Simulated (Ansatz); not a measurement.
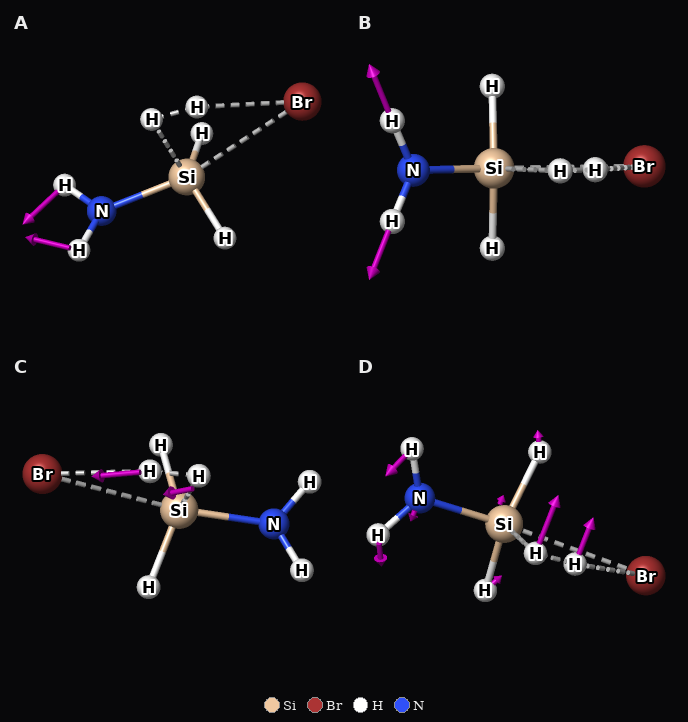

4 normal modes of one molecule or complex, as arrows. Broken sticks mark bonds that form or break. Harmonic vibrations computed with RKS PBE0-D4/def2-TZVP (Ansatz 0.2.0) at a stationary point of the same level. It is a saddle point of order 1.

> Match the panels to the wavenumbers 517i cm⁻¹, 156 cm⁻¹, 1583 cm⁻¹, 3600 cm⁻¹.

A: 1583 cm⁻¹
B: 3600 cm⁻¹
C: 517i cm⁻¹
D: 156 cm⁻¹
